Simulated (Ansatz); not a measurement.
## (KCl)2(PbTe)1 [001] superlattice, started as rocksalt type: a soft mode frozen in

Aim: this structure of (KCl)2(PbTe)1 [001] superlattice, started as rocksalt type is to be tested for unstable modes, and one is followed downhill.

Main program and level: Ansatz 0.2.0; DFT PBE, scalar-relativistic, plane waves, PAW.

The structure was built from a prototype and need not be the compound's stable phase.

**1. The starting structure**

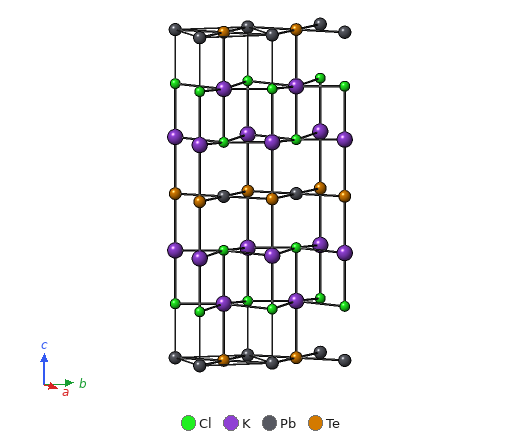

The starting structure, seen slightly off an axis (chlorine green, potassium purple, lead dark grey, tellurium orange). 1×2×1 cells are drawn. This picture shows the conventional cell, with its axes. Some periodic images of atoms are drawn too.

**2. Linear response at the zone centre**

The cell comes from relaxations at this level that are not shown. The zone centre is the only wavevector solved here; it holds the modes that light can see, as far as symmetry allows. The response to a homogeneous field gives the Born charges and the dielectric tensor, and its change with displacement the Raman tensors.

input.yaml

```yaml
crystal:
  lattice:
    - [3.2290660069, 3.2290660069, 0.0]
    - [-3.2290660069, 3.2290660069, 0.0]
    - [3.2290660069, 0.0, 9.8519650043]
  atoms:
    - { symbol: Cl, position: [0.5021222928, 0.4978777072, -0.0042445857] }
    - { symbol: Cl, position: [0.8312110405, 0.1687889595, 0.337577919] }
    - { symbol: K, position: [-0.00617336, 0.00617336, 0.01234672] }
    - { symbol: K, position: [0.3395066933, 0.6604933067, 0.3209866133] }
    - { symbol: Pb, position: [0.6666666667, 0.3333333333, 0.6666666667] }
    - { symbol: Te, position: [0.1666666667, 0.8333333333, 0.6666666667] }
kpoints:
  mp_grid: { grid: [8, 8, 8] }
hamiltonian:
  xc: pbe
scf:
  occupations: { method: fixed }
output:
  eigenvalues: true
phonons:
  method: dfpt
  dielectric: true
  rigid_motions: translations
  raman: true
```

Launch:

```
> ansatz run input.yaml --threads 8 --pin off --max-ram 14336MiB --backend cpu --events-out ev --progress --plain --runs-dir out
```

Numbers of over 12 decimals in the logs are rounded to 6 here.

Output:

```text
Warning: crystal.symmetry: narrowed to the stabiliser of the run's FFT grids — unitary ops 16 → 4. A phonons.method: dfpt run fills in the rows of the dynamical matrix that it does not solve by its symmetry operations, which is exact only for operations that map its FFT grids onto themselves: filled in by any other, the frequencies could depend on the order in which like atoms are typed, or, by more than the grids' own error, on where the crystal sits among the grids' points. Excluded: 12 operations. The run can therefore solve more perturbations, solve them on more k-points, or both, and cost more. [rest of the remark cut]
Engine: ansatz 0.2.0, x86_64-unknown-linux-gnu
Pseudopotentials: kind: paw
Pseudopotential: Cl, paw, valence charge 7, recommended cutoff 420 eV (normal), Cl.paw.azcp
Pseudopotential: K, paw, valence charge 9, recommended cutoff 420 eV (normal), K.paw.azcp
Pseudopotential: Pb, paw, valence charge 14, recommended cutoff 420 eV (normal), Pb.paw.azcp
Pseudopotential: Te, paw, valence charge 16, recommended cutoff 420 eV (normal), Te.paw.azcp
Functional definition: PBE
  parameter kappa = 0.804
  parameter beta = 0.066725
  exchange = pbe_x(kappa = kappa, mu = beta*pi^2/3)
  correlation = pbe_c(beta = beta)
Crystal: 6 atoms, lattice volume = 205.450 Å³
Basis set: ecut = 420 eV, 4065 PW (Γ), exchange–correlation on 72×72×144 points (8 copies of the dense FFT grid, shifted against one another)
Bands: 38, of which v1, the nominal top of the filled ones, is band 31 counted from 1 (30 counted from 0)
Symmetry: 16 space group operations
k-points: 260 of 512 (irreducible under 1 space group operation, time reversal used)
Non-local potential: Cl, projectors of the file, l = 0: 2, l = 1: 2, l = 2: 2
Non-local potential: K, projectors of the file, l = 0: 3, l = 1: 2, l = 2: 2
Non-local potential: Pb, projectors of the file, l = 0: 2, l = 1: 2, l = 2: 2, l = 3: 2
Non-local potential: Te, projectors of the file, l = 0: 2, l = 1: 2, l = 2: 2, l = 3: 2
PAW form: soft (Blöchl's): semilocal exchange-correlation on the pseudo side does not see the compensation charge
PAW one-centre angular grid: Cl, 110 points (default); XC on 64 Gauss nodes
PAW one-centre angular grid: K, 110 points (default); XC on 64 Gauss nodes
PAW one-centre angular grid: Pb, 590 points (default); XC on 64 Gauss nodes
PAW one-centre angular grid: Te, 590 points (default); XC on 64 Gauss nodes
Initial density: superposition of atomic densities (neutral atoms: chi_scale 0, normalization atom), corrected by the library's trained network
Initial wavefunctions: pseudopotential atomic-orbital guess
Functional: x = pbe(κ = 0.804, μ = 0.219515), c = pbe(β = 0.066725)
SCF iter   1: F=—  HF=-24129.134765 eV  |F-HF|=—  |Δ(HF+E_count)|=         —  Δρ=1.34e-3  dr2=2.93e-2  ethr=1.77e-3  ⟨swp⟩=5.1  Hψ=37739  notcnv=0  defer=1147
preconditioner: auto → Resta (q_TF=auto, 2.234 Å⁻¹)  ε∞=2.7  [insulator: Δε(μ)=1.174 eV  Ē_g=13.948 eV  n_scr=42 (ndim 8)  ℏωp=17.9 eV  f_vac=0.098  ε∞_Penn≈2.7]
SCF iter   2: F=—  HF=-24129.126342 eV  |F-HF|=—  |Δ(HF+E_count)|=   8.42e-3  Δρ=5.63e-4  dr2=4.48e-3  ethr=4.72e-5  ⟨swp⟩=3.1  Hψ=15202  notcnv=0  defer=1299
SCF iter   3: F=—  HF=-24129.124964 eV  |F-HF|=—  |Δ(HF+E_count)|=   1.38e-3  Δρ=2.23e-4  dr2=4.43e-4  ethr=7.23e-6  ⟨swp⟩=3.2  Hψ=12639  notcnv=0  defer=1299
SCF iter   4: F=—  HF=-24129.124885 eV  |F-HF|=—  |Δ(HF+E_count)|=   7.86e-5  Δρ=9.33e-5  dr2=2.59e-5  ethr=7.14e-7  ⟨swp⟩=2.1  Hψ=12786  notcnv=0  defer=1299
SCF iter   5: F=—  HF=-24129.124896 eV  |F-HF|=—  |Δ(HF+E_count)|=   1.09e-5  Δρ=2.94e-5  dr2=2.93e-6  ethr=4.17e-8  ⟨swp⟩=2.0  Hψ=17322  notcnv=0  defer=1226
SCF iter   6: F=—  HF=-24129.125041 eV  |F-HF|=—  |Δ(HF+E_count)|=   1.45e-4  Δρ=7.20e-6  dr2=1.53e-7  ethr=4.72e-9  ⟨swp⟩=2.0  Hψ=17834  notcnv=0  defer=906
SCF iter   7: F=—  HF=-24129.125041 eV  |F-HF|=—  |Δ(HF+E_count)|=   2.63e-7  Δρ=2.14e-6  dr2=1.29e-8  ethr=2.47e-10  ⟨swp⟩=2.0  Hψ=15506  notcnv=0  defer=916
SCF iter   8: F=—  HF=-24129.125041 eV  |F-HF|=—  |Δ(HF+E_count)|=   1.75e-8  Δρ=4.66e-7  dr2=6.08e-10  ethr=2.08e-11  ⟨swp⟩=2.0  Hψ=15502  notcnv=0  defer=920
SCF iter   9: F=-24129.125041 eV  HF=-24129.125041 eV  |F-HF|=6.91e-11  |Δ(HF+E_count)|=   1.34e-9  Δρ=1.39e-7  dr2=5.14e-11  ethr=1.00e-12  ⟨swp⟩=17.2  Hψ=78820  notcnv=0
SCF 1 converged in 9 iterations: F = -24129.125041 eV  dr2 = 5.14e-11
  greatest PAW one-centre occupation: 0.998 electrons in one spin orbital (limit 2), on the Te atom at site 5 (counted from 0), in its partial waves of l = 2
NSCF: frozen V_eff on 3 k-points
DFPT response loops at Γ: preconditioner auto → Resta (q_TF=auto, 2.234 Å⁻¹)  ε∞=7.1 (no band partly filled); β = 1.00, the filter's whole step (`scf.mixing.beta` (0.50) is not read by the response loops at its default; to damp them type it under 1.00, their step now; it binds the ground state too); Broyden in place of MSR1
── the response to a field inside a basis, on 12×12×8 k-points: an SCF that follows is theirs, and a resumed run solves both again ──
Bands: 32, of which v1, the nominal top of the filled ones, is band 31 counted from 1 (30 counted from 0)
k-points: 312
Initial density: handed on by an earlier stage of this run
Initial wavefunctions: pseudopotential atomic-orbital guess (no wavefunctions were taken with the density)
Eigensolver: Dense (312 Hₖ)
SCF iter   1: F=—  HF=-24129.069648 eV  |F-HF|=—  |Δ(HF+E_count)|=         —  Δρ=1.38e-4  dr2=1.23e-5  ethr=1.00e-1
preconditioner: auto → Resta (q_TF=auto, 2.234 Å⁻¹)  ε∞=3.3  [insulator: Δε(μ)=1.236 eV  Ē_g=11.854 eV  n_scr=42 (ndim 8)  ℏωp=17.9 eV  f_vac=0.099  ε∞_Penn≈3.3]
SCF iter   2: F=—  HF=-24129.069656 eV  |F-HF|=—  |Δ(HF+E_count)|=   8.72e-6  Δρ=7.40e-5  dr2=3.87e-6  ethr=1.99e-8
SCF iter   3: F=—  HF=-24129.069660 eV  |F-HF|=—  |Δ(HF+E_count)|=   3.98e-6  Δρ=5.07e-6  dr2=7.28e-8  ethr=6.24e-9
SCF iter   4: F=—  HF=-24129.069660 eV  |F-HF|=—  |Δ(HF+E_count)|=   6.88e-8  Δρ=1.41e-6  dr2=5.98e-9  ethr=1.17e-10
SCF iter   5: F=—  HF=-24129.069660 eV  |F-HF|=—  |Δ(HF+E_count)|=   9.03e-9  Δρ=4.18e-7  dr2=5.57e-10  ethr=9.65e-12
SCF iter   6: F=-24129.069660 eV  HF=-24129.069660 eV  |F-HF|=4.00e-11  |Δ(HF+E_count)|=  7.75e-10  Δρ=1.24e-7  dr2=5.48e-11  ethr=1.00e-12
SCF 1 converged in 6 iterations: F = -24129.069660 eV  dr2 = 5.48e-11
DFPT response loops at Γ: preconditioner auto → Resta (q_TF=auto, 2.234 Å⁻¹)  ε∞=7.0 (no band partly filled); β = 1.00, the filter's whole step (`scf.mixing.beta` (0.50) is not read by the response loops at its default; to damp them type it under 1.00, their step now; it binds the ground state too); Broyden in place of MSR1
DFPT response loops at Γ: mixed as the last ones told, above
WARN: field response: ε∞ stands inside a basis, on 12×12×8 points; the force constants stand on the 8×8×8 k-mesh, whose period is 8.72 times the interband length at k = (0.0000, -0.5000, 0.0000), direct gap 1.187 eV, under 14: take them and everything formed from them as unconverged, and compare with a denser kpoints.mp_grid
SCF converged after 9 iterations
Free energy (F): -24129.125041 eV
Harris-Foulkes:  -24129.125041 eV  (|F-HF|=6.91e-11)
Internal energy: -24129.125041 eV  (E = F + TS)
E sigma→0 (E₀):  -24129.125041 eV
Fermi energy:    4.861213 eV
--- Per-component energies (eV) ---
  E_band       = -655.686814
  E_kinetic    = 1297.676788
  E_local      = -4975.911375  (includes V_loc(G=0)·N_el)
  E_nonlocal   = 121.933941
  E_hartree    = 2237.529396
  E_xc         = -830.746312
  E_vxc        = -811.503649  (∫ρ·V_xc dr)
  E_paw        = -17948.293034  (= ΣΔE_a)
  E_vpaw       = -762.941531  (= ΣTr[D̂ρ^β])
  E_aug_tail   = 0.000029  (compensation charges beyond the density's cutoff)
  E_ewald      = -4031.314472
  E_smearing   = -0.000000  (= −TS)
  E_closure    = 0.000000  (closes the sum)
  Σ components = -24129.125041   (vs F -24129.125041, Δ=0.00e0)
--- Band table (eV; the first three rows and the last of 260) ---
  k-point 0: bands = [... 27 lower, 1.8145, 3.0084, 3.0084, 3.3349, 7.4486, 7.6652, 8.8220, 8.8649, ... 3 higher]
  k-point 1: bands = [... 27 lower, 1.8262, 3.0067, 3.0067, 3.2964, 7.3920, 7.7975, 8.7058, 9.0167, ... 3 higher]
  k-point 2: bands = [... 27 lower, 1.8433, 3.0026, 3.0026, 3.1980, 7.3538, 8.0362, 8.6081, 9.2202, ... 3 higher]
  k-point 259: bands = [... 27 lower, 1.6955, 1.7782, 1.8233, 3.8381, 7.0227, 8.4643, 9.1656, 9.1986, ... 3 higher]
--- Phonons (Γ-DFPT): 12 representative perturbations + reference, on 260 of 512 k-points (Σ response iterations 41) ---
  ASR residual: 1.570e-4 → 0.000e0 eV/Å²; symmetrization residual: 2.033e-5 eV/Å²
  The last average, over the group as it would stand without the narrowing to the FFT grids, took up to 6.110e-6 eV/Å² of the zone centre's force constants
  ASR residual per site (eV/Å²): 1.57e-4 1.57e-4 5.90e-5 5.90e-5 6.84e-5 1.30e-4
  Γ frequencies (cm⁻¹): -16.22 -16.22 0.00 0.00 0.00 27.92 37.48 37.48 51.80 51.80 81.29 115.39 115.39 117.41 117.41 119.65 132.46 141.68
  ε∞ (high-frequency dielectric tensor):
       12.044650     0.000000    -0.000000
        0.000000    12.044650     0.000000
       -0.000000     0.000000     3.248863
  softest optical mode at Γ: -16.22 cm⁻¹; the repairs (sum rule, projections) moved no ω² at Γ by more than (2.21 cm⁻¹)²
  Born effective charges Z* (e; rows j = field, columns β = displacement):
    site 0:
        -1.13300   -0.00000    0.00000
         0.00000   -1.13300   -0.00000
         0.00000   -0.00000   -1.76322
    site 1:
        -1.13300   -0.00000   -0.00000
         0.00000   -1.13300   -0.00000
         0.00000   -0.00000   -1.76322
    site 2:
         1.05830   -0.00000   -0.00000
        -0.00000    1.05830   -0.00000
         0.00000   -0.00000    1.30501
    site 3:
         1.05830   -0.00000   -0.00000
        -0.00000    1.05830   -0.00000
        -0.00000    0.00000    1.30501
    site 4:
         7.05345    0.00000    0.00000
        -0.00000    7.05345    0.00000
        -0.00000    0.00000    1.69719
    site 5:
        -6.90406    0.00000   -0.00000
         0.00000   -6.90406   -0.00000
         0.00000   -0.00000   -0.78077
  Z* charge neutrality: 1.481e-2 e pre-enforcement
  solved inside a basis spanned on kpoints, on 12×12×8 k-points transformed towards the longest dipole: ε∞ is read to err by 7.8e-2, Z* by 6.7e-2 e (field_mesh: kpoints solves on kpoints); Z* is corrected for what the basis lacks
  Raman tensors (in the event stream and the table raman_tensors.tsv): an entry may err by 8.4e-1 Å², one of the second-order susceptibility by 1.7e-17 pm/V (basis, points and sum rule); their sum over the sites missed zero by 3.553e-15 Å² ahead of its enforcement
  optical modes at Γ without the LO–TO term, one row a degenerate level:
      ω (cm⁻¹)  modes    IR ((D/Å)²/amu)  static Raman (Å⁴/amu)  depolarisation
        -16.22      2            28.5573                 0.0000               —
         27.92      1             1.8595                 0.0000               —
         37.48      2             0.0074                 0.0000               —
         51.80      2             0.0000                 0.9163           0.750
         81.29      1             1.0045                 0.0000               —
        115.39      2             5.7362                 0.0000               —
        117.41      2             0.0000                 0.7513           0.750
        119.65      1             0.0000               551.9564           0.113
        132.46      1             3.6234                 0.0000               —
        141.68      1             0.0000                 4.7259           0.121
  optical modes at Γ + LO–TO along q̂ = [1.0000, 0.0000, 0.0000]:
      ω (cm⁻¹)  modes    IR ((D/Å)²/amu)  static Raman (Å⁴/amu)  depolarisation
        -16.22      1            14.2786                 0.0000               —
         27.92      1             1.8595                 0.0000               —
         37.47      1             0.0001                 0.0000               —
         37.48      1             0.0037                 0.0000               —
         51.80      2             0.0000                 0.9163           0.750
         81.29      1             1.0045                 0.0000               —
         89.96      1             4.3455                 0.0000               —
        115.39      1             2.8681                 0.0000               —
        117.41      2             0.0000                 0.7513           0.750
        119.65      1             0.0000               551.9564           0.113
        132.46      1             3.6234                 0.0000               —
        140.51      1            12.8049                 0.0000               —
        141.68      1             0.0000                 4.7259           0.121
  optical modes at Γ + LO–TO along q̂ = [0.0000, 1.0000, 0.0000]:
      ω (cm⁻¹)  modes    IR ((D/Å)²/amu)  static Raman (Å⁴/amu)  depolarisation
        -16.22      1            14.2786                 0.0000               —
         27.92      1             1.8595                 0.0000               —
         37.47      1             0.0001                 0.0000               —
         37.48      1             0.0037                 0.0000               —
         51.80      2             0.0000                 0.9163           0.750
         81.29      1             1.0045                 0.0000               —
         89.96      1             4.3455                 0.0000               —
        115.39      1             2.8681                 0.0000               —
        117.41      2             0.0000                 0.7513           0.750
        119.65      1             0.0000               551.9564           0.113
        132.46      1             3.6234                 0.0000               —
        140.51      1            12.8049                 0.0000               —
        141.68      1             0.0000                 4.7259           0.121
  optical modes at Γ + LO–TO along q̂ = [0.0000, 0.0000, 1.0000]:
      ω (cm⁻¹)  modes    IR ((D/Å)²/amu)  static Raman (Å⁴/amu)  depolarisation
        -16.22      2            28.5573                 0.0000               —
         37.48      2             0.0074                 0.0000               —
         51.80      2             0.0000                 0.9163           0.750
         54.72      1             0.2069                 0.0000               —
         93.14      1             0.3150                 0.0000               —
        115.39      2             5.7362                 0.0000               —
        117.41      2             0.0000                 0.7513           0.750
        119.65      1             0.0000               551.9564           0.113
        141.68      1             0.0000                 4.7259           0.121
        184.38      1             5.9655                 0.0000               —
```

The job ended after 26 min (8 threads of Intel Xeon Platinum 8488C (Sapphire Rapids), shared host; peak memory 8.6 GiB; 2.8 h of CPU time).

Numbers from this step:

- gap on the k-mesh: 1.187 eV
- volume per atom: 34.24 Å³
- sum-rule residual before enforcement: 1.57e-4 eV/Å²
- miss of the charge sum rule: 0.01481 e
- estimated error of the dielectric tensor: 0.07784
- estimated error of the Born charges: 0.06742 e
- point group: 4/mmm
- highest optical mode at the zone centre (no LO-TO term): 141.7 cm⁻¹
- lowest optical zone-centre mode: -16.22 cm⁻¹
- mean high-frequency dielectric constant: 9.113
- largest Born charge (third of the trace): 5.268 e
- top of the zone-centre spectrum with the field: 184.4 cm⁻¹

Without the LO-TO term. Patterns of degenerate modes are one choice out of their space. The modes at Γ (shares of kinetic energy by element, %) (negative means imaginary):

```csv
mode,frequency (cm⁻¹),symmetry,Cl %,K %,Pb %,Te %
1,-16.2,Eu,0,0,36,64
2,-16.2,Eu,0,0,36,64
3,0.0,acoustic,15,16,43,26
4,0.0,acoustic,15,16,43,26
5,0.0,acoustic,15,16,43,26
6,27.9,A2u,36,6,51,8
7,37.5,Eu,25,44,21,10
8,37.5,Eu,25,44,21,10
9,51.8,Eg,41,59,0,0
10,51.8,Eg,41,59,0,0
11,81.3,A2u,41,0,5,53
12,115.4,Eu,60,40,0,0
13,115.4,Eu,60,40,0,0
14,117.4,Eg,59,41,0,0
15,117.4,Eg,59,41,0,0
16,119.7,A1g,63,37,0,0
17,132.5,A2u,8,78,1,13
18,141.7,A1g,37,63,0,0
```

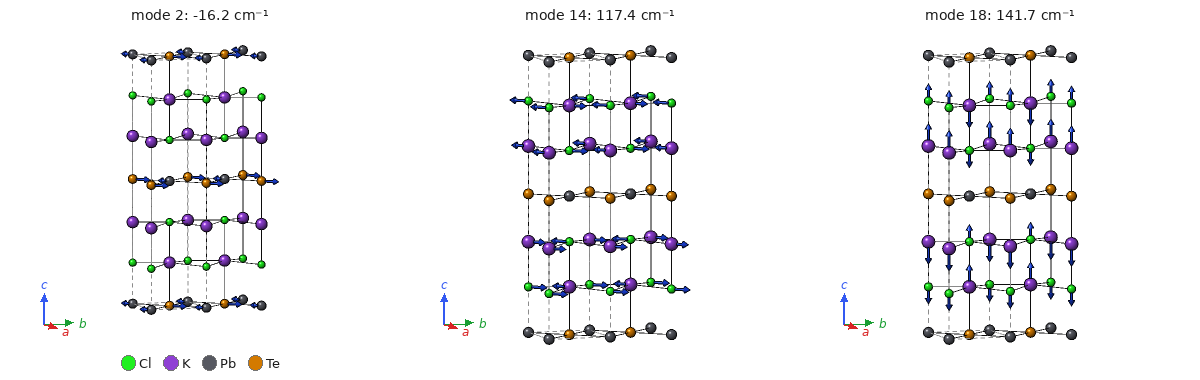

Displacement patterns of modes 2, 14 and 18 at Γ; arrows are exaggerated. 1×2×1 conventional cells are drawn. Some periodic images of atoms are drawn too.

Before it was imposed, the acoustic sum rule was missed by 1.6e-4 eV/Å² and the charge sum rule by 0.015 e. Small misses are needed for a sound result but don't prove that mesh and cutoff are converged. The lowest optical mode is imaginary, 16.2i cm⁻¹, so the energy falls along it.

The log warns of the k mesh: “the force constants stand on the 8×8×8 k-mesh, whose period is 8.72 times the interband length at k = (0.0000, -0.5000, 0.0000), direct gap 1.187 eV, under 14: take them and everything formed from them as unconverged”.

[end of part 1 of 2]

[Logs are printed without paths, hosts, clocks, repeated set-up lines and the standing remarks that a program may print on its own settings, such as how far it seeks lower states.]

[Hosts, paths, dates, database ids (printed as entryN), source tags and the programs' standing remarks are cut or masked in the printed files.]
